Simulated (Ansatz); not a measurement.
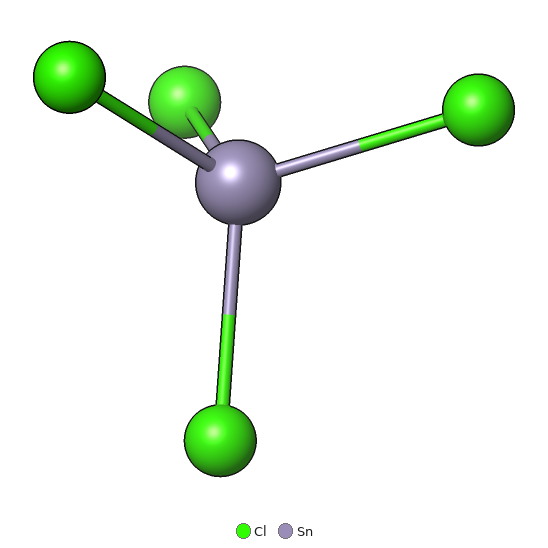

> Which formula does it have?

SnCl4, 5 atoms: 1 tin and 4 chlorine.

> How many bonds of each kind are drawn?

4 Cl–Sn.

More results for the same structure follow; atom numbers are the same in all pictures, views and colours differ. The computed structure is the end point of a PBE0-D4/def2-TZVP optimisation.

## Symmetry

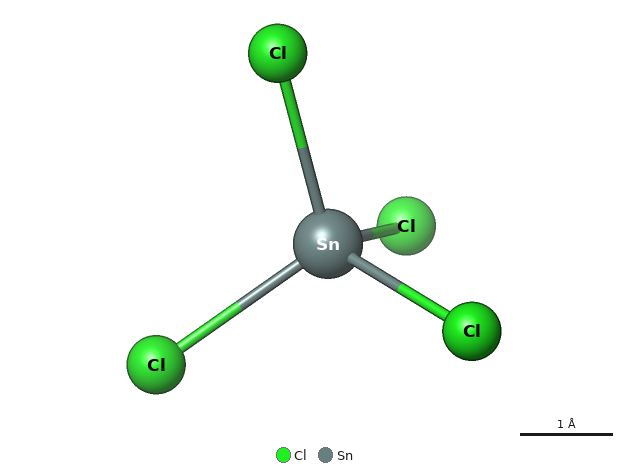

Distant atoms are faded towards the background colour. Masses are those of the most abundant isotopes; constants are for the rigid equilibrium geometry.

> Classify the rotor and give the rotational constants (cm⁻¹).

A spherical top (Td): A = B = C = 0.0345 cm⁻¹.

## Vibrations

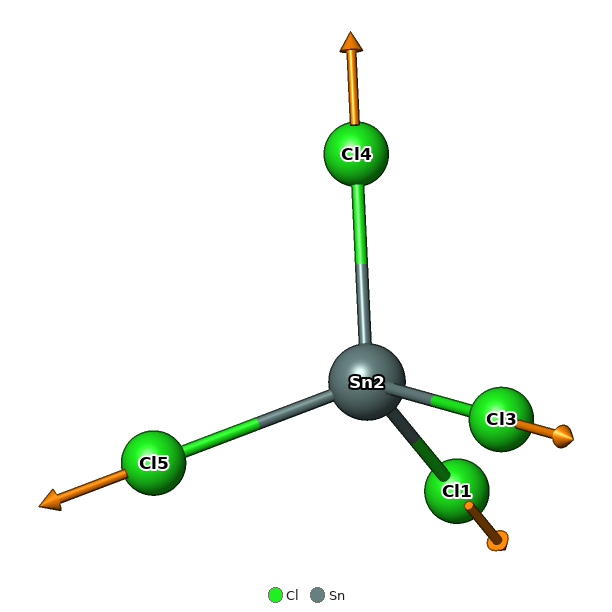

The arrows show one normal mode. Harmonic vibrations computed with RKS PBE0-D4/def2-TZVP, core potentials on Sn (Ansatz 0.2.0) at a stationary point of the same level.

> Describe the motion.

Mostly in-phase stretching of 4 Sn–Cl bonds.

> Estimate its harmonic wavenumber.

366 cm⁻¹; it is mode 6 of 9 counted from the lowest.

## Levels of theory compared

Program: Ansatz 0.2.0.

Tabulate HOMO–LUMO gap (eV) at these levels: B3LYP-D4/def2-TZVPP; BHLYP-D4/def2-TZVPP; BLYP-D4/def2-TZVPP; CAM-B3LYP-D4/def2-TZVPP; HSE06 (plane-wave form)-D4/def2-TZVPP; PBE0-D4/def2-QZVPP; PBE0-D4/def2-SVP; PBE0-D4/def2-TZVPP; r2SCAN-D4/def2-TZVPP; r2SCAN0-D4/def2-TZVPP; revPBE-D4/def2-TZVPP; ωB97M-V/def2-TZVPP.

```csv
level,HOMO–LUMO gap (eV)
B3LYP-D4/def2-TZVPP,5.99
BHLYP-D4/def2-TZVPP,8.87
BLYP-D4/def2-TZVPP,4.13
CAM-B3LYP-D4/def2-TZVPP,8.97
HSE06 (plane-wave form)-D4/def2-TZVPP,5.81
PBE0-D4/def2-QZVPP,6.57
PBE0-D4/def2-SVP,6.53
PBE0-D4/def2-TZVPP,6.59
r2SCAN-D4/def2-TZVPP,4.79
r2SCAN0-D4/def2-TZVPP,6.93
revPBE-D4/def2-TZVPP,4.29
ωB97M-V/def2-TZVPP,10.93
```

## Thermal motion

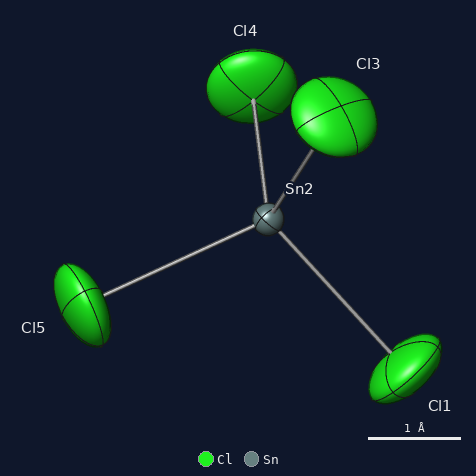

Displacement ellipsoids at the 50 % level, enlarged 3 times, from the internal vibrations of the free molecule (harmonic, no overall translation or rotation; no half-axis is drawn under 0.075 Å). Vibrations computed with RKS PBE0-D4/def2-TZVP, core potentials on Sn (Ansatz 0.2.0). Temperature: 400 K.

> Which atom moves most?

Cl1, Cl3, Cl4, Cl5, with U_eq = 0.0087 Å².

Give the displacement parameters, one line for each set of equivalent atoms.

| atom | U_eq (Å²) | rms amplitudes (Å) |
| --- | --- | --- |
| Cl1, Cl3, Cl4, Cl5 | 0.0087 | 0.054, 0.108, 0.108 |
| Sn2 | 0.0015 | 0.039, 0.039, 0.039 |
